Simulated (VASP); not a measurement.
Here is the system:

```yaml
crystal:
  lattice:
    - [4.41043, 0.00000, 0.00000]
    - [0.00000, 4.41043, 0.00000]
    - [0.00000, 0.00000, 2.91118]
  atoms:
    - { symbol: Cr, position: [0.00000, 0.00000, 0.00000], spin: 2.1 }
    - { symbol: Cr, position: [0.50000, 0.50000, 0.50000], spin: 2.1 }
    - { symbol: O, position: [0.30318, 0.30318, 0.00000], spin: -0.1 }
    - { symbol: O, position: [0.80318, 0.19682, 0.50000], spin: -0.1 }
    - { symbol: O, position: [0.19682, 0.80318, 0.50000], spin: -0.1 }
    - { symbol: O, position: [0.69682, 0.69682, 0.00000], spin: -0.1 }
```

These are PBE GGA with D4 dispersion, VASP's PBE PAW potentials (set 64) (plane waves; VASP) values and carry that method's errors. Numerical set-up: 520 eV cut-off, 8×8×12 Γ-centred mesh, tetrahedra with Blöchl corrections, potentials Cr_pv O.

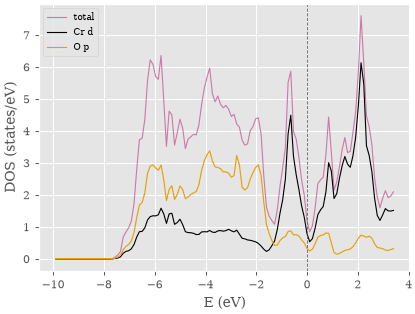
Fig. 1. Total and projected density of states, zero at the Fermi level

Within 2 eV below the Fermi level the largest weight inside VASP's projection spheres is Cr d, then O p.

It has no gap at this level: it comes out as a metal or semimetal.

The compound is CrO2 in the rutile structure. It was relaxed first.
